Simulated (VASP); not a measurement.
Band structure of Zn$_{4}$S$_{3}$Te (ordered alloy cell). All values below come from PBEsol GGA, VASP's PBE PAW potentials (set 64) (plane waves; VASP).

Unless said otherwise, spin-orbit coupling is left out, though it shifts the bands of the heavy elements here.

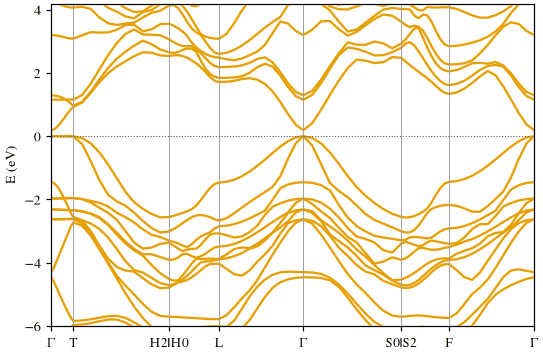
Figure: Bands along high-symmetry lines, zero at the valence-band maximum or, without a gap, the Fermi level

Q: Read the plot: is there a gap, and where are the band edges?

A: The gap is direct, 0.19 eV, from the valence maximum at Γ to the conduction minimum at Γ. (Edges off the drawn lines would not show.)

The structure was generated: Zn4S3Te was put into an ordered model structure (R3m), which need not be its known phase. It was relaxed first.
